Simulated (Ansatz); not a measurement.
# Glassy 91GeO2-6Al2O3-3Sc2O3 (mol %) (102 atoms): a short ab initio trajectory

Aim: follow glassy 91GeO2-6Al2O3-3Sc2O3 (mol %) (102 atoms) for a short time with forces from DFT, then look at structure and electrons in the last frame.

Main program and level: Ansatz 0.2.0; Kohn-Sham DFT, PBE, PAW (set soft_2), plane waves.

**1. Starting point**

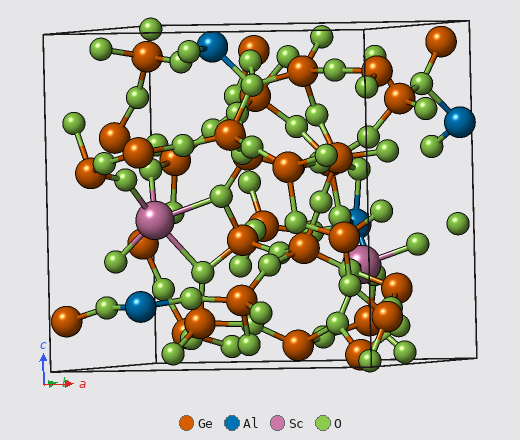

The cell as given, from a free direction (germanium orange, aluminium blue, scandium pink, oxygen green). Bonds to atoms that aren't drawn are left out. Some periodic images of atoms are drawn too.

The cell holds 102 atoms: 29 Ge, 4 Al, 2 Sc and 67 O. Its edges and angles: a = 11.376 Å, b = 11.376 Å, c = 11.376 Å, α = 90.0°, β = 90.0°, γ = 90.0°. 102 atoms (29 Ge, 4 Al, 2 Sc, 67 O) placed at random at 3.62 g/cm³, melted at 4000 K for 10 ps at fixed volume with the Morse and Coulomb pair potential with partial charges (Pedone, Malavasi, Menziani, Cormack and Segre, J. Phys. Chem. B 110, 11780 (2006)). Quenched from 2500 K to 300 K at 50 K/ps and fixed volume, held 10 ps at zero pressure.

What the set-up can't give: The quench rate of 50 K/ps is many orders above laboratory rates, so the cell is likely richer in defects and strain than a real sample. The network of bonds at the start is that of the classical potential that made the cell, and needn't be the one that DFT or experiment would give. The Brillouin zone is sampled at Γ only, in a cell whose shortest periodic width is 11 Å.

**2. Single point at the start**

The forces at the start show how far the geometry lies from a minimum of this functional.

input.yaml reads:

```yaml
crystal:
  lattice:
    - [11.37571, 0.0, 0.0]
    - [0.0, 11.37571, 0.0]
    - [0.0, 0.0, 11.37571]
  atoms:
    - { symbol: Ge, position: [0.34093, 0.95624, 0.92174] }
    - { symbol: Ge, position: [0.15472, 0.83314, 0.08995] }
    - { symbol: Ge, position: [0.16482, 0.7227, 0.60578] }
    - { symbol: Ge, position: [0.78186, 0.56571, 0.02488] }
    [... 92 atom lines left out ...]
    - { symbol: O, position: [0.22916, 0.46659, 0.03839] }
    - { symbol: O, position: [0.96195, 0.1023, 0.01655] }
    - { symbol: O, position: [0.87381, 0.0012, 0.62938] }
    - { symbol: O, position: [0.72856, 0.8736, 0.25502] }
    - { symbol: O, position: [0.14931, 0.09813, 0.61284] }
    - { symbol: O, position: [0.82693, 0.24245, 0.87625] }
kpoints:
  mp_grid: { grid: [1, 1, 1] }
hamiltonian:
  xc: pbe
scf:
  occupations: { method: gaussian, width: 0.025 }
output:
  forces: true
```

Run with:

```bash
> ansatz run input.yaml --threads 4 --pin off --max-ram 8192MiB --backend cpu --events-out ev --progress --plain --runs-dir out
```

Elapsed: 22 s, on 4 threads of Intel Xeon Platinum 8175M at 2.50GHz (Skylake/Cascade Lake), shared host; peak memory 2.3 GiB.

The run gave:

```yaml
free_energy: -168989.1093 eV
free_energy_per_atom: -1656.7560 eV/atom
scf_cycles: 10
r_m_s_force_component: 1.305 eV/Å
longest_force: 4.686 eV/Å
fermi_energy: 5.547 eV
```

The r.m.s. force component of 1.3 eV/Å sets the starting point.

Neighbours are counted within 2.17 Å (O-Ge), 2.38 Å (O-Al), 2.76 Å (O-Sc).

Length of the force by element and coordination:

| element | coordination | atoms | mean length of the force (eV/Å) | spread | least | most |
| --- | --- | --- | --- | --- | --- | --- |
| Al | all | 4 | 2.20 | 0.679 | 1.43 | 3.08 |
| Al | 4 | 3 | 2.46 | 0.590 | 1.67 | 3.08 |
| Al | 5 | 1 | 1.43 | 0 | 1.43 | 1.43 |
| Ge | all | 29 | 2.52 | 0.846 | 1.34 | 4.32 |
| Ge | 4 | 24 | 2.66 | 0.861 | 1.34 | 4.32 |
| Ge | 5 | 5 | 1.89 | 0.331 | 1.51 | 2.31 |
| O | all | 67 | 1.88 | 0.842 | 0.713 | 4.69 |
| O | 2 | 53 | 1.87 | 0.797 | 0.739 | 4.69 |
| O | 3 | 14 | 1.93 | 0.991 | 0.713 | 3.99 |
| Sc | all | 2 | 2.00 | 0.741 | 1.26 | 2.74 |

**3. Dynamics started at 300 K**

Without a thermostat the total energy must stay constant, which tests forces and time step. The time step is 1.0 fs.

input.yaml: that of step 2 with these lines changed.

```diff
@@ -15 +15,8 @@
   forces: true
+md:
+  timestep: 1.0
+  n_steps: 180
+  ensemble: nve
+  temperature: 300
+  initial_velocities: maxwell_boltzmann
+  seed: 9315
```

Run time: 28 min. Hardware: 4 threads; peak memory 2.6 GiB; 1.7 h of CPU time.

The program notes that it switched symmetry off.

The trajectory, sampled:

```csv
time (fs),T (K),potential (meV/atom),conserved (meV/atom)
0.0,300,0.0,0.00
12.0,611,-39.9,-0.10
24.0,733,-55.6,-0.10
36.0,575,-35.3,-0.06
48.0,528,-29.3,-0.06
60.0,641,-43.7,-0.06
72.0,739,-56.3,-0.08
84.0,673,-47.8,-0.09
96.0,564,-33.9,-0.06
108.0,628,-42.0,-0.06
120.0,704,-51.8,-0.09
132.0,671,-47.6,-0.08
144.0,610,-39.7,-0.05
156.0,633,-42.7,-0.07
168.0,648,-44.6,-0.07
180.0,641,-43.7,-0.06
```

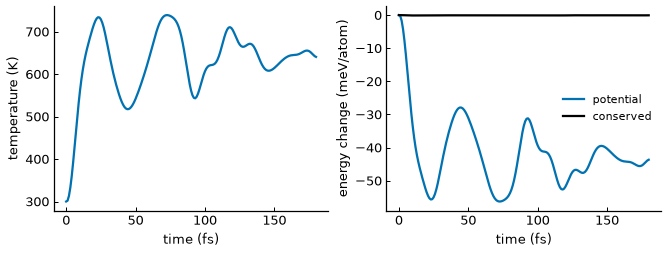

Temperature and energies against time.

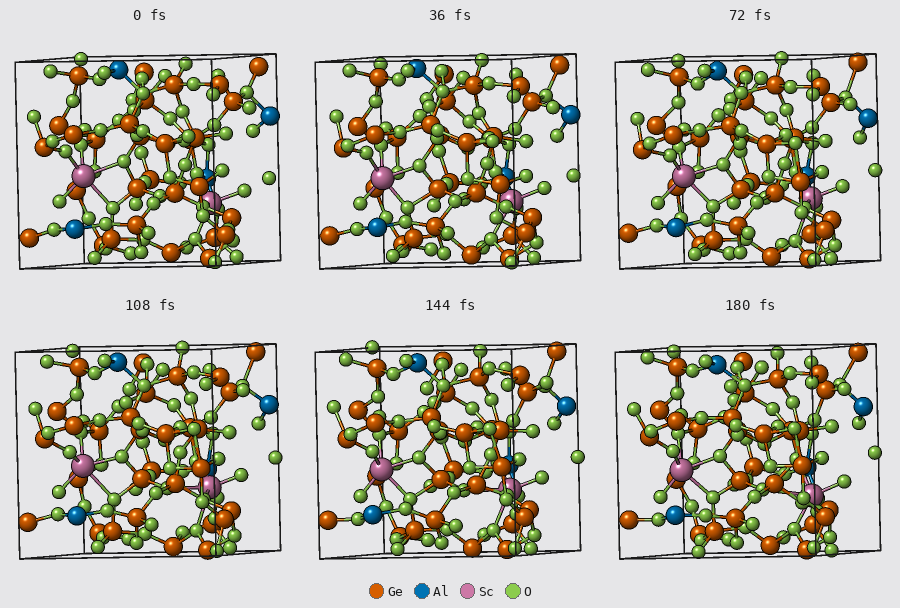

6 frames of the run. Bonds to atoms that aren't drawn are left out.

Mean square displacement from the first frame to the last: Ge 0.087 Å², Al 0.087 Å², Sc 0.049 Å², O 0.17 Å².

Table of mean square displacement by time lag:

```
time lag (fs)  Al (Å²)  Ge (Å²)   O (Å²)  Sc (Å²)
           10  0.00567  0.00209  0.00960  0.00329
           20   0.0183  0.00741   0.0310   0.0120
           30   0.0314   0.0144   0.0540   0.0238
           40   0.0405   0.0216   0.0730   0.0356
           50   0.0450   0.0280   0.0881   0.0452
           60   0.0467   0.0338   0.0997   0.0519
           70   0.0478   0.0392    0.109   0.0558
           80   0.0496   0.0448    0.118   0.0562
           90   0.0524   0.0509    0.130   0.0534
```

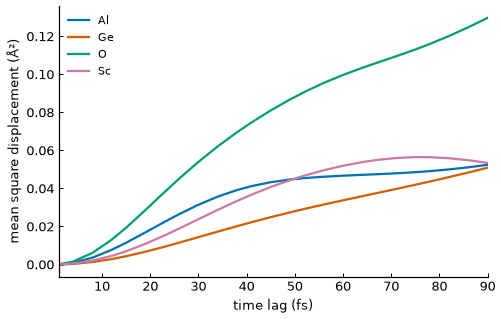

Mean square displacement, plotted against time lag.

Over the second half of 180 fs the temperature averages 639 K with swings of 37 K r.m.s. The conserved energy stays within 0.11 meV/atom. From first frame to last O has the largest mean square displacement, 0.17 Å² at the end; the farthest move is 1.00 Å. The mean temperature of 639 K lies well off the 300 K of the input: without a thermostat, the energy that the start releases heats the cell. The run spans 0.18 ps, too short for its means to be equilibrium values.

**4. Local order late in the run**

The g(r) is a mean over the second half; what follows it is taken at the last frame.

Bonds before and after, by the cutoffs listed below:

| pair | bonds before | bonds after | mean before (Å) | mean after (Å) | spread before (Å) | spread after (Å) |
| --- | --- | --- | --- | --- | --- | --- |
| O-Ge | 122 | 121 | 1.755 | 1.806 | 0.086 | 0.097 |
| O-Al | 17 | 17 | 1.811 | 1.831 | 0.117 | 0.118 |

Density 3.81 g/cm³, 14.43 Å³ an atom.

Mean of 14 frames. Pair distribution functions g(r), in bins of 0.2 Å:

| r (Å) | total | O-O | O-Ge | O-Al | O-Sc | Ge-Ge | Ge-Al |
| --- | --- | --- | --- | --- | --- | --- | --- |
| 1.60 | 0.36 | 0.00 | 0.81 | 1.12 | 0.00 | 0.00 | 0.00 |
| 1.80 | 3.85 | 0.00 | 9.12 | 7.86 | 1.00 | 0.00 | 0.00 |
| 2.00 | 0.60 | 0.00 | 1.08 | 2.21 | 3.25 | 0.00 | 0.00 |
| 2.20 | 0.18 | 0.04 | 0.18 | 0.00 | 3.68 | 0.00 | 0.00 |
| 2.40 | 0.25 | 0.42 | 0.08 | 0.00 | 1.47 | 0.00 | 0.00 |
| 2.60 | 0.55 | 1.15 | 0.06 | 0.16 | 0.58 | 0.00 | 0.10 |
| 2.80 | 1.34 | 2.88 | 0.13 | 0.20 | 0.56 | 0.10 | 0.78 |
| 3.00 | 1.35 | 2.60 | 0.26 | 0.28 | 0.35 | 0.79 | 1.93 |
| 3.20 | 1.08 | 1.31 | 0.46 | 0.21 | 0.12 | 2.88 | 3.61 |
| 3.40 | 0.87 | 0.66 | 0.65 | 1.05 | 0.52 | 2.28 | 2.91 |
| 3.60 | 0.77 | 0.55 | 0.81 | 1.17 | 0.53 | 0.95 | 0.85 |
| 3.80 | 0.90 | 0.66 | 1.23 | 1.23 | 0.68 | 0.52 | 0.45 |
| 4.00 | 1.00 | 0.64 | 1.50 | 1.22 | 1.27 | 0.42 | 0.42 |
| 4.20 | 1.06 | 0.60 | 1.64 | 1.40 | 1.42 | 0.80 | 0.58 |
| 4.40 | 1.15 | 0.78 | 1.65 | 1.48 | 1.18 | 0.88 | 0.72 |
| 4.60 | 1.17 | 0.89 | 1.55 | 1.48 | 1.53 | 1.04 | 0.55 |
| 4.80 | 1.03 | 1.06 | 0.90 | 1.10 | 1.71 | 1.27 | 1.00 |
| 5.00 | 1.04 | 1.27 | 0.74 | 0.52 | 1.18 | 1.31 | 1.49 |
| 5.20 | 0.95 | 1.29 | 0.63 | 0.61 | 0.65 | 1.15 | 0.51 |
| 5.40 | 1.04 | 1.35 | 0.65 | 0.74 | 0.96 | 1.32 | 1.21 |
| 5.60 | 1.04 | 1.23 | 0.85 | 0.73 | 0.79 | 1.22 | 0.88 |

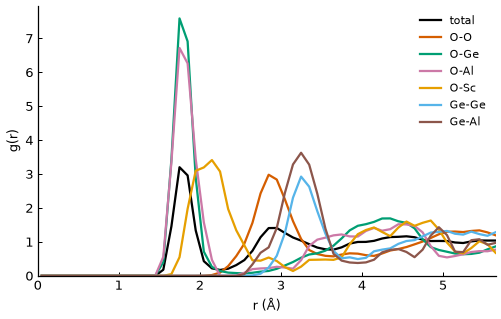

Pair distribution functions, lightly smoothed.

Bonds by pair of elements; cutoffs follow the first minimum of g(r), held within bounds set by covalent radii, and pairs that aren't listed don't count as bonded:

```
pair A-B  cutoff (Å)  bonds  mean length (Å)  spread (Å)  shortest (Å)  B about A  A about B
    O-Ge        2.27    121             1.81       0.097          1.63       1.81       4.17
    O-Al        2.33     17             1.83       0.118          1.68      0.254       4.25
    O-Sc        2.76     10             2.15       0.162          1.91      0.149          5
```

The cutoff for O-Sc falls short of the minimum of g(r), so counts run low and odd coordinations can be artefacts.

How many atoms have how many bonded neighbours:

```csv
element,mean,2,3,4,5
Al,4.25,0,0,3,1
Ge,4.17,0,0,24,5
O,2.21,53,14,0,0
Sc,5,0,0,0,2
```

Bond angles, per cent of each kind in bins of 5°:

```
angle (°)  O-Ge-O  Ge-O-Ge  O-Al-O  Al-O-Ge  O-Sc-O
    60–65     0.0      0.0     0.0      0.0     5.0
    65–70     0.0      0.0     0.0      0.0     5.0
    70–75     1.6      0.0     0.0      0.0     5.0
    75–80     1.0      0.0     7.1      0.0     5.0
    80–85     5.1      0.0     7.1      0.0     0.0
    85–90     5.1      1.8     0.0      0.0    15.0
    90–95     6.2      1.8     3.6      8.7    20.0
   95–100     7.7      0.0    10.7      4.3     0.0
  100–105    13.9      3.6    10.7      8.7     0.0
  105–110    16.5      0.0    17.9      4.3     0.0
  110–115    17.0      5.5    14.3      4.3     0.0
  115–120     7.7      5.5     7.1      8.7    15.0
  120–125     5.1     10.9    10.7     17.4     5.0
  125–130     6.2     18.2     0.0      8.7     5.0
  130–135     3.1     12.7     0.0      8.7     5.0
  135–140     0.5      5.5     7.1     13.0     5.0
  140–145     0.0     14.5     3.6      0.0     0.0
  145–150     0.5      3.6     0.0      0.0     5.0
  150–155     0.0      5.5     0.0      4.3     0.0
  155–160     1.6      1.8     0.0      0.0     0.0
  160–165     0.0      5.5     0.0      4.3     0.0
  165–170     0.5      1.8     0.0      0.0     5.0
  170–175     0.5      1.8     0.0      4.3     0.0
```

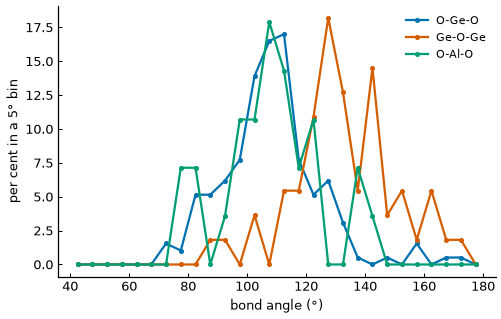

Distributions of the most common bond angles.

Bond angles (no mean is given where the spread exceeds 20°):

| angle | count | mean (°) | spread (°) |
| --- | --- | --- | --- |
| O-Ge-O | 194 | 108 | 16.2 |
| Ge-O-Ge | 55 | 133 | 17.4 |
| O-Al-O | 28 | 108 | 16.4 |
| Al-O-Ge | 23 | 124 | 19.6 |
| O-Sc-O | 20 | - | - |

Oxygen atoms by the number of network formers (Si, P, Ge, B, Al, As, Ga) bound to them:

```csv
network formers bound to O,O atoms,per cent
0,0,0
1,3,4.5
2,57,85.1
3,7,10.4
```

Network units: each former by its oxygen neighbours and how many of them bridge to another former:

```csv
former,O neighbours,bridging O,atoms
Ge,4,3,3
Ge,4,4,21
Ge,5,5,5
Al,4,4,3
Al,5,5,1
```

Bond length by coordination (bonds to H left out):

| element | coordination | atoms | mean bond length (Å) |
| --- | --- | --- | --- |
| Al | 4 | 3 | 1.82 |
| Al | 5 | 1 | 1.85 |
| Ge | 4 | 24 | 1.78 |
| Ge | 5 | 5 | 1.91 |
| O | 2 | 53 | 1.78 |
| O | 3 | 14 | 1.96 |

Rings of the network by King's shortest-path rule, up to 12 atoms, one path for each pair of neighbours; H, halogens, alkali and alkaline-earth atoms are left out, and the last column divides by all other atoms, bonded or not:

| ring size (atoms) | rings | per network atom |
| --- | --- | --- |
| 4 | 6 | 0.059 |
| 6 | 6 | 0.059 |
| 8 | 13 | 0.127 |
| 10 | 32 | 0.314 |
| 12 | 38 | 0.373 |

For some of the pairs, g(r) has its first main peak near 2.9 Å (O-O), 1.8 Å (O-Ge), 1.8 Å (O-Al), 2.2 Å (O-Sc), 3.2 Å (Ge-Ge) and 3.2 Å (Ge-Al). The O-Ge-O angle averages 108° with a spread of 16°. Counting bonds to Ge and Al alone, not to Sc, 85 % of the oxygens join two of these atoms and 4 % one; 10 % join three. The commonest Ge unit has 4 oxygens, 4 of them shared with other formers (21 of 29 atoms). Rings of 12 atoms are the most common (40 % of those counted); sizes run from 4 to 12, where the search stops.

**5. Single point at the last frame**

The last frame is solved once more, with the analyses that the dynamics left out.

input.yaml reads:

```yaml
crystal:
  lattice:
    - [11.37571, 0.0, 0.0]
    - [0.0, 11.37571, 0.0]
    - [0.0, 0.0, 11.37571]
  atoms:
    - { symbol: Ge, position: [0.33705, 0.95558, 0.92526] }
    - { symbol: Ge, position: [0.13988, 0.8163, 0.09487] }
    - { symbol: Ge, position: [0.17206, 0.72917, 0.6079] }
    - { symbol: Ge, position: [0.76996, 0.55651, 0.01834] }
    [... 92 atom lines left out ...]
    - { symbol: O, position: [0.24967, 0.46373, 0.01844] }
    - { symbol: O, position: [0.95515, 0.10489, 0.03894] }
    - { symbol: O, position: [0.89284, 0.03387, 0.61757] }
    - { symbol: O, position: [0.7317, 0.86506, 0.2599] }
    - { symbol: O, position: [0.14708, 0.08226, 0.61425] }
    - { symbol: O, position: [0.81563, 0.22265, 0.8814] }
kpoints:
  mp_grid: { grid: [1, 1, 1] }
hamiltonian:
  xc: pbe
scf:
  occupations: { method: gaussian, width: 0.025 }
output:
  forces: true
  stress: true
  populations: true
  dos:
    method: { smearing: { sigma: 0.1 } }
    de: 0.1
    projected: { site_lists: { Al: [Al], Ge: [Ge], O: [O], Sc: [Sc] } }
  eigenvalues: true
  write_density: true
  write_potential: true
  volumetric_format: npy
```

Elapsed: 24 s, on 4 threads; peak memory 2.4 GiB; 88 s of CPU time.

Numbers from this run:

```
free energy                                      : -168993.5636 eV
free energy per atom                             : -1656.7996 eV/atom
SCF cycles                                       : 10
pressure                                         : -0.002667 GPa
r.m.s. force component                           : 1.095 eV/Å
longest force                                    : 5.226 eV/Å
Fermi energy                                     : 5.056 eV
gap (highest filled to lowest empty level) : 1.589 eV
spilling of the projection                       : 0.005177
```

Length of the force by element:

| element | coordination | atoms | mean length of the force (eV/Å) | spread | least | most |
| --- | --- | --- | --- | --- | --- | --- |
| Al | all | 4 | 1.76 | 0.476 | 1.14 | 2.32 |
| Ge | all | 29 | 2.16 | 0.793 | 0.905 | 4.60 |
| O | all | 67 | 1.42 | 0.933 | 0.189 | 5.23 |
| Sc | all | 2 | 1.75 | 0.289 | 1.46 | 2.04 |

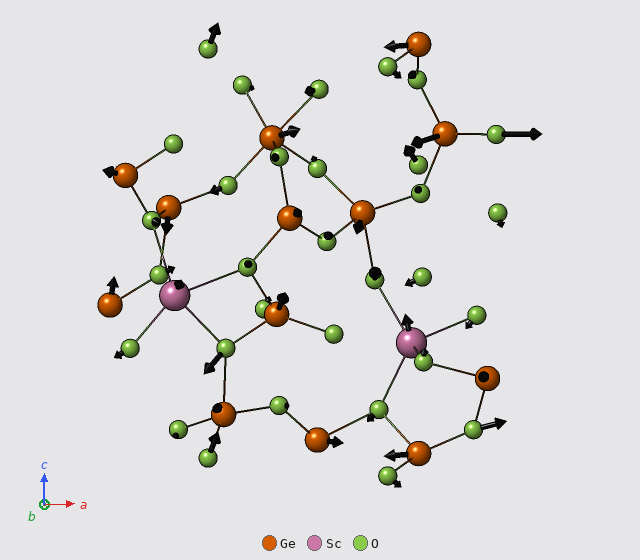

Forces as arrows; the longest in the cell is 5.23 eV/Å. Drawn is a slice 4 Å thick, seen along the normal of the ac plane. Bonds to atoms that aren't drawn are left out.

Löwdin charges by element (they lack the spilled electrons, 0.043 e an atom on average):

| element | coordination | atoms | mean charge (e) | spread | least | most |
| --- | --- | --- | --- | --- | --- | --- |
| Al | all | 4 | 1.34 | 0.0232 | 1.30 | 1.37 |
| Ge | all | 29 | 1.56 | 0.0413 | 1.49 | 1.64 |
| O | all | 67 | -0.731 | 0.0323 | -0.815 | -0.669 |
| Sc | all | 2 | 1.37 | 0.0077 | 1.37 | 1.38 |

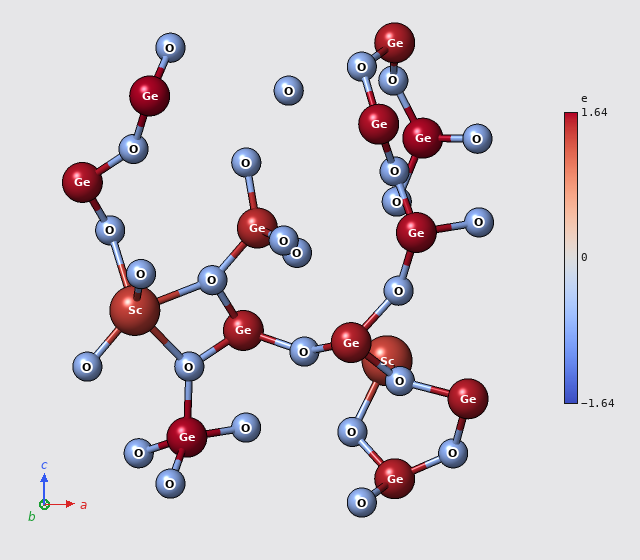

Atoms coloured by Löwdin charge. Drawn is a slice 4 Å thick, seen along the normal of the ac plane. Bonds to atoms that aren't drawn are left out.

Density of states as counts of states in windows of 1 eV (from the Fermi level), total and the larger projections:

```csv
from (eV),to (eV),total,O p,Ge p,Ge s
-14,-11,0.0,0.0,0.0,0.0
-11,-10,10.0,5.6,0.3,3.5
-10,-9,15.0,8.4,0.7,4.7
-9,-8,17.5,10.3,1.3,4.2
-8,-7,14.3,9.1,1.5,2.3
-7,-6,34.0,24.8,6.6,0.7
-6,-5,38.7,29.1,6.7,0.5
-5,-4,49.0,39.2,5.5,0.5
-4,-3,67.7,60.2,3.4,0.4
-3,-2,93.9,88.3,1.8,0.3
-2,-1,57.1,54.7,0.7,0.1
-1,0,4.9,4.7,0.1,0.0
0,1,2.0,0.5,0.1,0.9
1,2,3.2,1.0,0.3,1.3
2,3,16.4,4.0,1.6,5.4
3,4,26.7,5.8,2.8,6.0
4,5,19.0,4.7,3.9,4.8
```

Between -26 and -14 eV lie 424 more states.

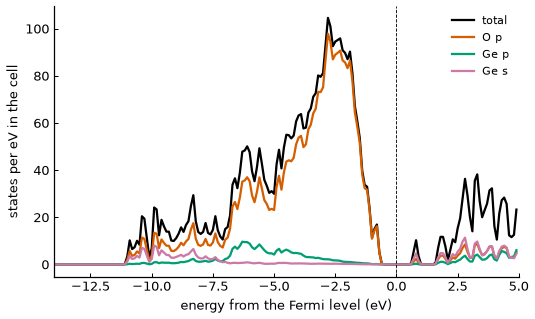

Total and projected density of states, with the broadening of the input.

The levels nearest the highest filled one (over half full), pooled over k-points and spins:

| level less the highest filled one (eV) | occupation |
| --- | --- |
| -0.464 | 2 |
| -0.425 | 2 |
| -0.333 | 2 |
| -0.281 | 2 |
| -0.073 | 2 |
| 0 | 2 |
| 1.59 | 0 |
| 2.57 | 0 |
| 2.74 | 0 |
| 3.08 | 0 |
| 3.28 | 0 |
| 3.40 | 0 |

Mean Löwdin charges: Al +1.34, Ge +1.56, O -0.73, Sc +1.37 e (they miss 0.52 % of the electrons, so they add up to more than the cell's charge). The largest share in the top eV of filled states is O p (97 % of the projected weight), and in the lowest eV of empty states Ge s (45 % of the projected weight).

**6. Outcome**

```json
{"mean temperature, second half": "638.6 K", "temperature swing, second half": "37.34 K", "slope of the conserved energy against time, by least squares": "0.0076 meV/atom/ps", "free energy per atom": "-1656.7996 eV/atom", "pressure": "-0.002667 GPa", "r.m.s. force component": "1.095 eV/Å", "gap (highest filled to lowest empty level)": "1.589 eV", "wall time of the 3 DFT runs": "28 min"}
```

**Reading.** Over the second half of 180 fs the temperature averages 639 K with swings of 37 K r.m.s. The conserved energy stays within 0.11 meV/atom. The mean temperature of 639 K lies well off the 300 K of the input: without a thermostat, the energy that the start releases heats the cell. The run spans 0.18 ps, too short for its means to be equilibrium values. Counting bonds to Ge and Al alone, not to Sc, 85 % of the oxygens join two of these atoms and 4 % one; 10 % join three. The highest filled and lowest empty levels differ by 1.59 eV (at Γ alone); a semilocal functional tends to put such gaps too low. In a disordered cell it changes from sample to sample, and tail or defect levels can set it.

**Limits.** The pressure of a single frame lacks the kinetic term, about 0.61 GPa here.

[Logs are printed without paths, hosts, clocks, repeated set-up lines and the standing remarks that a program may print on its own settings, such as how far it seeks lower states.]

[Hosts, paths, dates, database ids (printed as entryN), source tags and the programs' standing remarks are cut or masked in the printed files.]
